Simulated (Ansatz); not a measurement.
**doublet [InH3]+: levels of theory compared**

Aim: a comparison of 5 runs (UB2PLYP/STO-3G, UBHLYP/STO-3G, UPBE/STO-3G, UCCSDT(Q)/STO-3G, UCCSDTQ/STO-3G) of doublet [InH3]+. 

The calculation is run with Ansatz 0.2.0.

29 further runs of the same task are left out: 1 that didn't finish, 28 set aside as unsound or not needed.

## Step 1: Starting point

[InH3]+ has 4 atoms, charge +1, and is taken as a doublet. SMILES of the parent species: `[InH3]`. The shape is that of a PBE0-D4/def2-TZVP optimisation. That shape belongs to the parent species and isn't relaxed for this state.

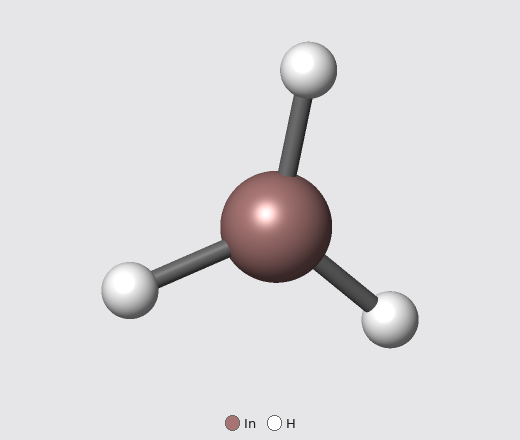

The structure, seen from a chosen angle (indium brown, hydrogen white).

## Step 2: A single-point energy at UB2PLYP/STO-3G (run 1)

Input file input.yaml:

```yaml
crystal:
  periodic: [false, false, false]
  atoms:
    - {symbol: In, position_ang: [0.013900, -0.015100, -0.005100]}
    - {symbol: H, position_ang: [0.415500, 1.516000, 0.678200]}
    - {symbol: H, position_ang: [-1.095600, -0.107300, -1.321400]}
    - {symbol: H, position_ang: [0.721800, -1.454000, 0.628000]}
basis:
  gaussian: {orbitals: STO-3G}
magnetization: {spin_polarized: true, initial_magnetization: 1}
correlation: {frozen_orbitals: {H: 0, In: 18}}
hamiltonian: {xc: {name: B2PLYP}}
accuracy: high
total_charge: 1
```

Started as:

```console
ansatz run input.yaml --threads 1 --pin off --max-ram 2610MiB --events-out events.jsonl --progress --plain --runs-dir runs
```

Output:

```text
Warning: RAYON_NUM_THREADS=1 ignored (pool sized by the plan → 1); use --threads N
Functional definition: B2PLYP
  name "B2PLYP"
  parameter a = 0.53
  parameter c = 0.27
  exchange = (1 - a)*b88_x + a*exact_x
  correlation = (1 - c)*lyp_c + c*(mp2_os + mp2_ss)
523 factors; integrals over basis functions are off by at most 3.9e-9 eV
mean field evaluation 1: about -154718.5269 eV, gradient 7.4e0 eV
mean field evaluation 2: about -154718.5060 eV, gradient 7.3e0 eV
mean field evaluation 4: about -154719.0819 eV, gradient 5.6e-1 eV
mean field evaluation 8: about -154719.0910 eV, gradient 5.7e-2 eV
mean field evaluation 16: about -154719.0969 eV, gradient 4.2e-3 eV
mean field evaluation 32: about -154719.0969 eV, gradient 1.1e-3 eV
mean field -154719.09694160 eV, -5685.8219402332 hartree, gradient 2.5e-8 eV, S^2 0.783137; 2 other end points of the search recorded, 0 dependent functions left out
18 core orbitals not correlated: weight in the atoms' cores, before any rotation towards them, 1.000 or more for the frozen orbitals, at most 0.000 for the correlated occupied ones
reference -154719.09695793 eV, -5685.8219408333 hartree; 8, 7 occupied and 4, 5 virtual orbitals, 523 factors
second order -1.27633578 eV of doubles, -0.00000000 eV of singles
Total energy: -154719.44156859 eV, -5685.8346050415 hartree
```

It took 8.4 s on 1 thread of Arm Neoverse V1, shared host; peak memory 0.15 GiB.

## Step 3: The energy at UBHLYP/STO-3G (run 2)

Input file in.yaml:

```yaml
crystal:
  periodic: [false, false, false]
  atoms:
    - symbol: In
      position_ang: [0.013900, -0.015100, -0.005100]
    - symbol: H
      position_ang: [0.415500, 1.516000, 0.678200]
    - symbol: H
      position_ang: [-1.095600, -0.107300, -1.321400]
    - symbol: H
      position_ang: [0.721800, -1.454000, 0.628000]
basis:
  gaussian: {orbitals: STO-3G}
total_charge: 1
magnetization: {spin_polarized: true, initial_magnetization: 1}
hamiltonian: {xc: {name: BHLYP}}
accuracy: high
```

Started as:

```console
ansatz run in.yaml --threads 1 --pin off --max-ram 2610MiB --events-out events.jsonl --progress --plain --runs-dir runs
```

Output:

```text
Warning: RAYON_NUM_THREADS=1 ignored (pool sized by the plan → 1); use --threads N
Functional definition: BHLYP
  name "BHLYP"
  parameter a = 0.5
[... 1 set-up line as earlier in the session ...]
  correlation = lyp_c
523 factors; integrals over basis functions are off by at most 3.9e-9 eV
mean field evaluation 1: about -154736.4415 eV, gradient 7.6e0 eV
mean field evaluation 2: about -154736.9804 eV, gradient 2.2e0 eV
mean field evaluation 4: about -154737.0419 eV, gradient 1.9e-1 eV
mean field evaluation 8: about -154737.0171 eV, gradient 4.5e-2 eV
mean field evaluation 16: about -154737.0219 eV, gradient 4.8e-2 eV
mean field evaluation 32: about -154737.0206 eV, gradient 2.6e-1 eV
mean field -154737.02197873 eV, -5686.4806731977 hartree, gradient 1.9e-8 eV, S^2 0.778943; 2 other end points of the search recorded, 0 dependent functions left out
reference -154737.02199614 eV, -5686.4806738376 hartree; 26, 25 occupied and 4, 5 virtual orbitals, 523 factors
Total energy: -154737.02199614 eV, -5686.4806738376 hartree
```

Wall time 20 s (1 thread of Arm Neoverse V1, shared host); peak memory 0.15 GiB.

Runs 3 to 4 aren't shown in full; the table further down has their settings and results.

## Step 4: A single-point energy at UCCSDTQ/STO-3G (run 5)

Input file in.yaml:

```yaml
crystal:
  periodic: [false, false, false]
  atoms:
    - {symbol: In, position_ang: [0.013900, -0.015100, -0.005100]}
    - {symbol: H, position_ang: [0.415500, 1.516000, 0.678200]}
    - {symbol: H, position_ang: [-1.095600, -0.107300, -1.321400]}
    - {symbol: H, position_ang: [0.721800, -1.454000, 0.628000]}
basis:
  gaussian:
    orbitals: STO-3G
total_charge: 1
magnetization:
  spin_polarized: true
  initial_magnetization: 1
correlation:
  method: ccsdtq
  frozen_orbitals: {H: 0, In: 18}
accuracy: high
scf:
  omitted_lower_state_checks: [cluster_reference, increment]
```

Started as:

```console
ansatz run in.yaml --threads 1 --pin off --max-ram 2610MiB --events-out events.jsonl --progress --plain --runs-dir runs
```

Output:

```text
Warning: RAYON_NUM_THREADS=1 ignored (pool sized by the plan → 1); use --threads N
[... 14 lines left out ...]
18 core orbitals not correlated: weight in the atoms' cores, before any rotation towards them, 1.000 or more for the frozen orbitals, at most 0.000 for the correlated occupied ones
[... 39 lines left out ...]
Total energy: -154678.89847833 eV, -5684.3446739555 hartree
Checks for a lower state left out: cluster_reference, increment
```

Run time: 53 s. Hardware: 1 thread of Arm Neoverse V1, shared host; peak memory 0.37 GiB.

## Step 5: The series

| run | level | frozen core orbitals | energy (Eh) | ⟨S²⟩ | wall time |
| --- | --- | --- | --- | --- | --- |
| 1 | UB2PLYP/STO-3G | 18 | -5685.834605 | 0.783 | 8.4 s |
| 2 | UBHLYP/STO-3G | – | -5686.480674 | 0.779 | 20 s |
| 3 | UPBE/STO-3G | – | -5685.713689 | 0.753 | 7.2 s |
| 4 | UCCSDT(Q)/STO-3G | 18 | -5684.344669 | 0.840 | 2.5 s |
| 5 | UCCSDTQ/STO-3G | 18 | -5684.344674 | 0.840 | 53 s |

## Step 6: Results

```
                                           quantity           value
                                run 5: total energy  -5684.34467 Eh
run 5: correlation energy (18 core orbitals frozen)       -54.5 mEh
           run 5: ⟨S²⟩ of the reference determinant           0.840
                               run 5: T1 diagnostic           0.019
```

What this shows: Totals of different functionals can't be ranked against each other. In runs 1, 2, 3, 4, 5 the basis is minimal, so the values are rough. In runs 1, 2, 3, 4, 5 relativity is left out where basis or elements ask for it. All runs together took 91 s, the longest 53 s.
